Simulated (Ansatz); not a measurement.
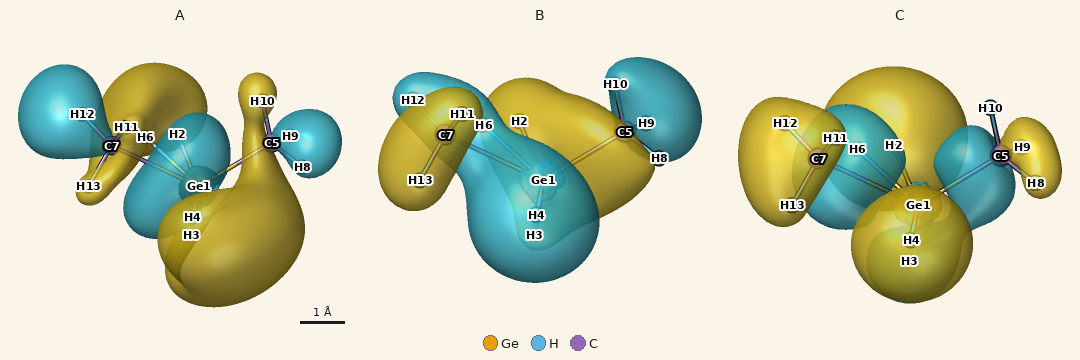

The picture shows: C$_{2}$H$_{10}$Ge. Three frontier orbitals at ±0.06 Å⁻³ᐟ² (yellow and cyan are the two phases), in no order.

A transition-state structure; geometry: PBE0-D4/def2-TZVP.

Level of theory: RKS PBE0-D4/def2-TZVPP (Ansatz 0.2.0).

The calculation's input:

```
crystal:
  periodic: [false, false, false]
  atoms:
    - {symbol: Ge, position_ang: [-0.597484, -0.466934, -0.087623]}
    - {symbol: H, position_ang: [1.083689, -0.940005, -0.822842]}
    - {symbol: H, position_ang: [-1.217423, -1.449045, -1.093799]}
    - {symbol: H, position_ang: [-1.763143, 0.534752, 0.290357]}
    - {symbol: C, position_ang: [0.095495, -1.059664, 1.634043]}
    - {symbol: H, position_ang: [0.755450, 0.151466, -0.996941]}
    - {symbol: C, position_ang: [0.228585, 1.417583, -1.116231]}
    - {symbol: H, position_ang: [-0.720679, -1.105471, 2.358235]}
    - {symbol: H, position_ang: [0.580153, -2.029708, 1.537288]}
    - {symbol: H, position_ang: [0.831905, -0.334318, 1.984076]}
    - {symbol: H, position_ang: [0.223351, 2.066191, -0.240108]}
    - {symbol: H, position_ang: [1.140275, 1.611851, -1.698432]}
    - {symbol: H, position_ang: [-0.640071, 1.603303, -1.747922]}
basis:
  gaussian: {orbitals: def2-TZVPP}
hamiltonian: {xc: pbe0, dispersion: d4}
output: {orbitals: {seedname: orbitals}}
```

Launched as:

```sh
ansatz run in.yaml --threads 8 --pin off --events-out ev --progress --plain --max-ram 19148MiB
```

### Which picture is the HOMO−1, the HOMO and the LUMO?

B is the HOMO−1 (−9.01 eV). Its weight (Hirshfeld) is mainly on Ge1 (about 30 %), H4 (about 25 %), C5 (about 20 %) and C7 (about 10 %). C is the HOMO (−5.89 eV). It lies mainly on H2 (about 30 %), C7 (about 20 %), Ge1 (about 15 %), H4 (about 10 %) and H6 (about 5 %). A is the LUMO (−0.21 eV). By Hirshfeld shares it lies mainly on Ge1 (about 45 %), C7 (about 10 %), H4 (about 5 %), H6 (about 5 %) and H3 (about 5 %).

### What is the HOMO–LUMO gap?

5.68 eV between the orbital energies.
